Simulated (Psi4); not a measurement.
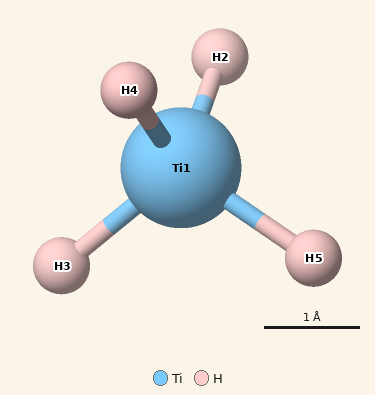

**Figure 1.** The structure as given in the input (ball-and-stick view, seen at a tilt; atoms are numbered from 1 in the order of the input). Sticks mark near contacts. Bond lengths as drawn: H–Ti 1.73 Å.

## Geometry relaxation, with input and output: TiH₄ (part 1 of 4)

TiH₄, SMILES [H][Ti]([H])([H])[H], computed with B3LYP/3-21G, RKS (Psi4 1.11).

The geometry comes from this level: GFN2-xTB.

Input file (h4ti.in):
```
memory 1.6 GB

molecule {
  0 1
  Ti    -0.00001890    -0.00039684    -0.00028346
  H      0.02071140    -0.03178519     3.27105923
  H      3.07825047     0.01972874    -1.10792753
  H     -1.55760676     2.67683485    -1.05354121
  H     -1.54133622    -2.66440045    -1.10928813
  units bohr
  symmetry c1
}

set {
  basis 3-21G
  geom_maxiter 60
}

energy_value = optimize('b3lyp')
```

Machine: 1 thread of AMD EPYC (Zen 5), 16 GiB of memory available, shared host.

Run as:
```bash
psi4 -i h4ti.in -o h4ti.out -n 1
```

What the program printed:
```
Psi4 1.11 release

gradient() will perform analytic gradient computation.

   => Loading Basis Set <=

    Name: 3-21G
    Role: ORBITAL
    Keyword: BASIS

         ---------------------------------------------------------
                                   SCF
                              RKS Reference
                        1 Threads,   1525 MiB Core
         ---------------------------------------------------------

  ==> Geometry <==

    Molecular point group: c1
    Full point group: C1

    Geometry (in Bohr), charge = 0, multiplicity = 1:

       Center              X                  Y                   Z               Mass
    ------------   -----------------  -----------------  -----------------  -----------------
         TI          -0.000001832066    -0.000038105377    -0.000027846468    47.947941980000
         H            0.020728467934    -0.031426455377     3.271314843532     1.007825032230
         H            3.078267537934     0.020087474623    -1.107671916468     1.007825032230
         H           -1.557589692066     2.677193584623    -1.053285596468     1.007825032230
         H           -1.541319152066    -2.664041715377    -1.109032516468     1.007825032230

  Running in c1 symmetry.

  Rotational constants: A =      2.09376  B =      2.09311  C =      2.09170 [cm^-1]
  Rotational constants: A =  62769.22185  B =  62749.85823  C =  62707.54104 [MHz]
  Nuclear repulsion =   28.021838301873711

  Charge       = 0
  Multiplicity = 1
  Electrons    = 26
  Nalpha       = 13
  Nbeta        = 13

  ==> Algorithm <==

  SCF Algorithm Type is DF.
  DIIS enabled.
  MOM disabled.
  Fractional occupation disabled.
  Guess Type is SAD.
  Energy threshold   = 1.00e-08
  Density threshold  = 1.00e-08
  Integral threshold = 1.00e-12

  ==> Primary Basis <==

  Basis Set: 3-21G
    Blend: 3-21G
    Number of shells: 19
    Number of basis functions: 37
    Number of Cartesian functions: 37
    Spherical Harmonics?: false
    Max angular momentum: 2

  ==> DFT Potential <==

   => LibXC <=

    Version 7.1.2

   => Composite Functional: B3LYP <=

    B3LYP Hyb-GGA Exchange-Correlation Functional

    Deriv               =              1
    GGA                 =           TRUE
    Meta                =          FALSE

    Exchange Hybrid     =           TRUE
    MP2 Hybrid          =          FALSE

   => Exchange Functionals <=

    0.0800   Slater exchange
    0.7200         Becke 88

   => Exact (HF) Exchange <=

    0.2000               HF

   => Correlation Functionals <=

    0.1900   Vosko, Wilk & Nusair (VWN5_RPA)
    0.8100   Lee, Yang & Parr

   => LibXC Density Thresholds  <==

    XC_HYB_GGA_XC_B3LYP:  1.00E-15

   => Molecular Quadrature <=

    Radial Scheme          =       TREUTLER
    Pruning Scheme         =           NONE
    Nuclear Scheme         =       TREUTLER

    Blocking Scheme        =         OCTREE
    BS radius alpha        =              1
    Pruning alpha          =              1
    Radial Points          =             75
    Spherical Points       =            302
    Total Points           =         110570
    Total Blocks           =            886
    Max Points             =            256
    Max Functions          =             37
    Weights Tolerance      =       1.00E-15

   => Loading Basis Set <=

    Name: (3-21G AUX)
    Role: JKFIT
    Keyword: DF_BASIS_SCF

  ==> Integral Setup <==

  DFHelper Memory: AOs need 0.007 GiB; user supplied 1.016 GiB.
  SCF_SUBTYPE=INCORE selected. In-core MEM_DF algorithm will be used.
  Using in-core AOs.

  ==> MemDFJK: Density-Fitted J/K Matrices <==

    J tasked:                   Yes
    K tasked:                   Yes
    wK tasked:                   No
    Memory [MiB]:              1040
    Algorithm:                 Core
    Schwarz Cutoff:           1E-12
    Mask sparsity (%):       0.0000
    Fitting Condition:        1E-10

   => Auxiliary Basis Set <=

  Basis Set: (3-21G AUX)
    Blend: DEF2-UNIVERSAL-JKFIT
    Number of shells: 82
    Number of basis functions: 457
    Number of Cartesian functions: 457
    Spherical Harmonics?: false
    Max angular momentum: 6

  Cached 100.0% of DFT collocation blocks in 0.101 [GiB].

  Minimum eigenvalue in the overlap matrix is 3.5736931273E-03.
  Reciprocal condition number of the overlap matrix is 7.7309468002E-04.
    Using symmetric orthogonalization.

  ==> Pre-Iterations <==

  SCF Guess: Superposition of Atomic Densities via on-the-fly atomic UHF (no occupation information).

   -------------------------
    Irrep   Nso     Nmo
   -------------------------
     A         37      37
   -------------------------
    Total      37      37
   -------------------------

  ==> Iterations <==

                           Total Energy        Delta E     RMS |[F,P]|

   @DF-RKS iter SAD:  -847.00856767371158   -8.47009e+02   0.00000e+00
   @DF-RKS iter   1:  -847.51634984030966   -5.07782e-01   1.09565e-02 ADIIS/DIIS
   @DF-RKS iter   2:  -845.71238779460111    1.80396e+00   5.18658e-02 ADIIS/DIIS
   @DF-RKS iter   3:  -847.53279075979322   -1.82040e+00   1.20588e-02 ADIIS/DIIS
   @DF-RKS iter   4:  -847.64849865912242   -1.15708e-01   1.07855e-03 ADIIS/DIIS
   @DF-RKS iter   5:  -847.64951692134719   -1.01826e-03   9.47904e-05 DIIS
   @DF-RKS iter   6:  -847.64952506497991   -8.14363e-06   2.13586e-05 DIIS
   @DF-RKS iter   7:  -847.64952548388135   -4.18901e-07   1.13989e-06 DIIS
   @DF-RKS iter   8:  -847.64952548511667   -1.23532e-09   1.06919e-07 DIIS
   @DF-RKS iter   9:  -847.64952548512485   -8.18545e-12   1.84861e-08 DIIS
   @DF-RKS iter  10:  -847.64952548512611   -1.25056e-12   3.40621e-09 DIIS
  Energy and wave function converged.

  ==> Post-Iterations <==

   Electrons on quadrature grid:
      Ntotal   =   26.0000015019 ; deviation = 1.502e-06

    Orbital Energies [Eh]
    ---------------------

    Doubly Occupied:

       1A   -177.794832     2A    -19.935283     3A    -16.605995
       4A    -16.605990     5A    -16.605987     6A     -2.463261
       7A     -1.555564     8A     -1.555546     9A     -1.555536
      10A     -0.347653    11A     -0.317132    12A     -0.317102
      13A     -0.317089

    Virtual:

      14A     -0.104741    15A     -0.104724    16A     -0.099097
      17A     -0.099073    18A     -0.099022    19A      0.031447
      20A      0.047375    21A      0.047379    22A      0.047382
      23A      0.145223    24A      0.145334    25A      0.145383
      26A      0.172159    27A      0.654251    28A      1.026849
      29A      1.026926    30A      1.026960    31A      1.131774
      32A      1.345558    33A      1.345563    34A      1.502432
      35A      1.502491    36A      1.502624    37A     14.594427

    Final Occupation by Irrep:
              A
    DOCC [    13 ]
    NA   [    13 ]
    NB   [    13 ]

  @DF-RKS Final Energy:  -847.64952548512611

   => Energetics <=

    Nuclear Repulsion Energy =             28.0218383018737107
    One-Electron Energy =               -1214.6912217375315777
    Two-Electron Energy =                 373.8883283441214758
    DFT Exchange-Correlation Energy =     -34.8684703935895826
    Empirical Dispersion Energy =           0.0000000000000000
    VV10 Nonlocal Energy =                  0.0000000000000000
    Total Energy =                       -847.6495254851261052

Computation Completed

Properties will be evaluated at   0.000000,   0.000000,   0.000000 [a0]

Properties computed using the SCF density matrix

 Multipole Moments:

 ------------------------------------------------------------------------------------
     Multipole            Electronic (a.u.)      Nuclear  (a.u.)        Total (a.u.)
 ------------------------------------------------------------------------------------

 L = 1.  Multiply by 2.5417464519 to convert [e a0] to [Debye]
 Dipole X            :         -0.0001031            0.0000469           -0.0000562
 Dipole Y            :         -0.0015509            0.0009746           -0.0005763
 Dipole Z            :         -0.0011122            0.0007122           -0.0004000
 Magnitude           :                                                    0.0007038

 ------------------------------------------------------------------------------------

	total time  =          1 seconds =       0.02 minutes

         ------------------------------------------------------------
                                   SCF GRAD
         ------------------------------------------------------------

  ==> Geometry <==

    Molecular point group: c1
    Full point group: C1

    Geometry (in Bohr), charge = 0, multiplicity = 1:

       Center              X                  Y                   Z               Mass
    ------------   -----------------  -----------------  -----------------  -----------------
         TI          -0.000001832066    -0.000038105377    -0.000027846468    47.947941980000
         H            0.020728467934    -0.031426455377     3.271314843532     1.007825032230
         H            3.078267537934     0.020087474623    -1.107671916468     1.007825032230
         H           -1.557589692066     2.677193584623    -1.053285596468     1.007825032230
         H           -1.541319152066    -2.664041715377    -1.109032516468     1.007825032230

  Nuclear repulsion =   28.021838301873711

  ==> Basis Set <==

  Basis Set: 3-21G
    Blend: 3-21G
    Number of shells: 19
    Number of basis functions: 37
    Number of Cartesian functions: 37
    Spherical Harmonics?: false
    Max angular momentum: 2

  ==> DFJKGrad: Density-Fitted SCF Gradients <==

    Gradient:                    1
    J tasked:                  Yes
    K tasked:                  Yes
    wK tasked:                  No
    Integrals threads:           1
    Memory [MiB]:             1144
    Schwarz Cutoff:          1E-12
    Fitting Condition:       1E-10

   => Auxiliary Basis Set <=

  Basis Set: (3-21G AUX)
    Blend: DEF2-UNIVERSAL-JKFIT
    Number of shells: 82
    Number of basis functions: 457
    Number of Cartesian functions: 457
    Spherical Harmonics?: false
    Max angular momentum: 6

   => Molecular Quadrature <=

    Radial Scheme          =       TREUTLER
    Pruning Scheme         =           NONE
    Nuclear Scheme         =       TREUTLER

    Blocking Scheme        =         OCTREE
    BS radius alpha        =              1
    Pruning alpha          =              1
    Radial Points          =             75
    Spherical Points       =            302
    Total Points           =         110570
    Total Blocks           =            886
    Max Points             =            256
    Max Functions          =             37
    Weights Tolerance      =       1.00E-15

  -Total Gradient:
     Atom            X                  Y                   Z
    ------   -----------------  -----------------  -----------------
       1       -0.000003265617    -0.000039534933    -0.000026100798
       2        0.000088183380    -0.000104127724     0.012453130736
       3        0.011715677011     0.000085061530    -0.004198847788
       4       -0.005927933175     0.010189128297    -0.003993565126
       5       -0.005875839857    -0.010110723445    -0.004225063254

	total time  =          0 seconds =       0.00 minutes

    			-----------------------------------------

    			 OPTKING 3.0: for geometry optimizations

    			        with contributions from

    			-----------------------------------------

	                            ===> Fragment 1 <==

	 Z (Atomic Numbers)          Masses                          Geom
	      22.000000            47.947942         -0.00000183 -0.00003811 -0.00002785
	       1.000000             1.007825          0.02072847 -0.03142646  3.27131484
	       1.000000             1.007825          3.07826754  0.02008747 -1.10767192
	       1.000000             1.007825         -1.55758969  2.67719358 -1.05328560
	       1.000000             1.007825         -1.54131915 -2.66404172 -1.10903252

	 - Coordinate -           - BOHR/RAD -       - ANG/DEG -
	 R(1,2)           =         3.271559           1.731234
	 R(1,3)           =         3.271547           1.731228
	 R(1,4)           =         3.271544           1.731227
	 R(1,5)           =         3.271462           1.731183
	 B(2,1,3)         =         1.909901         109.429293
	 B(2,1,4)         =         1.910059         109.438331
	 B(2,1,5)         =         1.911493         109.520478
	 B(3,1,4)         =         1.911276         109.508068
	 B(3,1,5)         =         1.910855         109.483944
	 B(4,1,5)         =         1.910214         109.447216
	 O(2,1,3,4)       =         0.956301          54.792015
	 O(2,1,3,5)       =        -0.955077         -54.721877
	 O(2,1,4,5)       =         0.955240          54.731214
	 O(3,1,2,4)       =        -0.955692         -54.757093
	 O(3,1,2,5)       =         0.955396          54.740172
	 O(3,1,4,5)       =        -0.954661         -54.698045
	 O(4,1,2,3)       =         0.955613          54.752580
	 O(4,1,2,5)       =        -0.955880         -54.767889
	 O(4,1,3,5)       =         0.954981          54.716384
	 O(5,1,2,3)       =        -0.954601         -54.694601
	 O(5,1,2,4)       =         0.955162          54.726780
	 O(5,1,3,4)       =        -0.955192         -54.728456

	        --- Internal Coordinate Step in ANG or DEG, aJ/ANG or AJ/DEG ---
	-------------------------------------------------------------------------------
	           Coordinate      Previous         Force          Change          New
	           ----------      --------        ------          ------        ------
	               R(1,2)       1.73123       -0.10259       -0.06376       1.66748
	               R(1,3)       1.73123       -0.10255       -0.06373       1.66750
	               R(1,4)       1.73123       -0.10252       -0.06371       1.66751
	               R(1,5)       1.73118       -0.10247       -0.06368       1.66751
	             B(2,1,3)     109.42929        0.00000        0.00782     109.43712
	             B(2,1,4)     109.43833        0.00000        0.00391     109.44224
	             B(2,1,5)     109.52048       -0.00000       -0.00819     109.51229
	             B(3,1,4)     109.50807       -0.00000       -0.00390     109.50417
	             B(3,1,5)     109.48394       -0.00000       -0.00608     109.47786
	             B(4,1,5)     109.44722        0.00000        0.00643     109.45365
	           O(2,1,3,4)      54.79202       -0.00000       -0.00979      54.78223
	           O(2,1,3,5)     -54.72188       -0.00000       -0.00342     -54.72529
	           O(2,1,4,5)      54.73121        0.00000        0.00107      54.73229
	           O(3,1,2,4)     -54.75709        0.00000        0.00587     -54.75122
	           O(3,1,2,5)      54.74017       -0.00000        0.00236      54.74253
	           O(3,1,4,5)     -54.69804       -0.00000       -0.00676     -54.70480
	           O(4,1,2,3)      54.75258       -0.00000       -0.00391      54.74867
	           O(4,1,2,5)     -54.76789        0.00000        0.00625     -54.76164
	           O(4,1,3,5)      54.71638        0.00000        0.00051      54.71690
	           O(5,1,2,3)     -54.69460       -0.00000       -0.01035     -54.70495
	           O(5,1,2,4)      54.72678       -0.00000       -0.00019      54.72659
	           O(5,1,3,4)     -54.72846        0.00000       -0.00160     -54.73006
	-------------------------------------------------------------------------------

	                                 ==> Convergence Check <==

	Measures of convergence in internal coordinates in au.

	Criteria marked as inactive (o), active & met (*), and active & unmet ( ).

	----------------------------------------------------------------------------------------------~
	   Step    Total Energy     Delta E     Max Force     RMS Force      Max Disp      RMS Disp   ~
	----------------------------------------------------------------------------------------------~
	  Convergence Criteria     1.00e-06 *    3.00e-04 *             o    1.20e-03 *             o~
	----------------------------------------------------------------------------------------------~
	     1    -847.64952549   -8.48e+02      1.25e-02      5.31e-03 o    1.20e-01      5.13e-02 o  ~
	----------------------------------------------------------------------------------------------

Next Geometry in Ang
	Fragment 1 (Ang)

	   Ti   0.0000004641   0.0000406233   0.0000209315
	    H   0.0104737417  -0.0160895349   1.6673855030
	    H   1.5689382773   0.0102514188  -0.5646685157
	    H  -0.7938334520   1.3646564373  -0.5368708564
	    H  -0.7855338766  -1.3579197698  -0.5651807366

    Structure for next step:
    Molecular point group: c1
    Full point group: C1

    Geometry (in Bohr), charge = 0, multiplicity = 1:

    TI          -0.000001569438    -0.000026969095    -0.000021312249
    H            0.019790056912    -0.030508550335     3.150841079070
    H            2.964861205491     0.019268638073    -1.067129713514
    H           -1.500130259956     2.578723185992    -1.014599750473
    H           -1.484446335405    -2.566200201194    -1.068097670766

gradient() will perform analytic gradient computation.

  ==> Geometry <==

    Molecular point group: c1
    Full point group: C1

    Geometry (in Bohr), charge = 0, multiplicity = 1:

       Center              X                  Y                   Z               Mass
    ------------   -----------------  -----------------  -----------------  -----------------
         TI          -0.000001569438    -0.000026969095    -0.000021312249    47.947941980000
         H            0.019790056912    -0.030508550335     3.150841079070     1.007825032230
         H            2.964861205491     0.019268638073    -1.067129713514     1.007825032230
         H           -1.500130259956     2.578723185992    -1.014599750473     1.007825032230
         H           -1.484446335405    -2.566200201194    -1.068097670766     1.007825032230

  Running in c1 symmetry.

  Rotational constants: A =      2.25662  B =      2.25617  C =      2.25478 [cm^-1]
  Rotational constants: A =  67651.90628  B =  67638.35525  C =  67596.71463 [MHz]
  Nuclear repulsion =   29.092644121159772
```
